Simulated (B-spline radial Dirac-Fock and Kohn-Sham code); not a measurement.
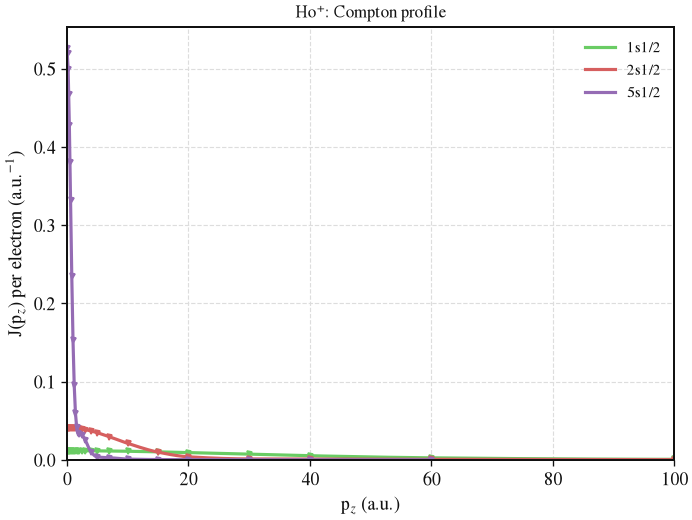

Fig. 1. Compton profiles of the subshells 1s1/2, 2s1/2 and 5s1/2, per electron. It refers to Ho⁺ ([Xe] 4f11 6s1), inside a Watson sphere of charge −1 and radius 1.6 Å that stands in for a crystal. Level of theory: the impulse approximation on Dirac–Fock orbitals (average of configuration); calculated with a B-spline radial atomic code. Open shells are averaged over j.

What can be read from it?

1s1/2: J(0) = 0.0115, half width 37 a.u., ⟨p⟩ = 66.7 a.u.; 2s1/2: J(0) = 0.0410, half width 10 a.u., ⟨p⟩ = 23.8 a.u.; 5s1/2: J(0) = 0.526, half width 0.74 a.u., ⟨p⟩ = 2.20 a.u. Of these the tallest at pz = 0 is 5s1/2.
